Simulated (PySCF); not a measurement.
Species, as SMILES: [SiH2] (SiH2) (closed-shell singlet).
Geometry (B3LYP-D3(BJ)/def2-TZVP, fixed):
```xyz
3

Si     0.0052     0.0009     0.1327
H     -0.0342     1.0849    -0.9366
H     -0.0389    -1.0973    -0.9218
```
Charge 0, spin multiplicity 1.

Basis-set convergence of the isotropic shielding of Si1 at PBE0 with PySCF. GIAO, no density fitting; atoms are numbered in the order shown. All functions are spherical. No added dispersion term, no relativity. Reference: the value in pcSseg-3, -499.93 ppm, itself unsure by roughly 8.75 ppm (its mean distance from cc-pCVQZ, pcseg-3, pcSseg-2). Deviations are taken from unrounded values.

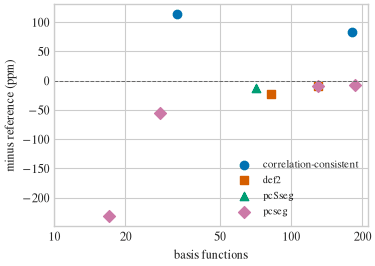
Deviation from the reference against the number of basis functions, by family of sets.

```json
[
 {"basis": "pcseg-0", "functions": "17", "isotropic shielding of Si1 (ppm)": "-731.93", "minus reference (ppm)": "-232.00"},
 {"basis": "pcseg-1", "functions": "28", "isotropic shielding of Si1 (ppm)": "-556.19", "minus reference (ppm)": "-56.27"},
 {"basis": "cc-pV(D+d)Z", "functions": "33", "isotropic shielding of Si1 (ppm)": "-386.49", "minus reference (ppm)": "113.43"},
 {"basis": "pcSseg-2", "functions": "71", "isotropic shielding of Si1 (ppm)": "-512.84", "minus reference (ppm)": "-12.92"},
 {"basis": "def2-TZVPPD", "functions": "82", "isotropic shielding of Si1 (ppm)": "-522.49", "minus reference (ppm)": "-22.57"},
 {"basis": "def2-QZVPP", "functions": "130", "isotropic shielding of Si1 (ppm)": "-510.05", "minus reference (ppm)": "-10.12"},
 {"basis": "pcseg-3", "functions": "130", "isotropic shielding of Si1 (ppm)": "-508.38", "minus reference (ppm)": "-8.45"},
 {"basis": "aug-cc-pV(Q+d)Z", "functions": "181", "isotropic shielding of Si1 (ppm)": "-416.23", "minus reference (ppm)": "83.69"},
 {"basis": "aug-pcseg-3", "functions": "187", "isotropic shielding of Si1 (ppm)": "-506.96", "minus reference (ppm)": "-7.04"}
]
```
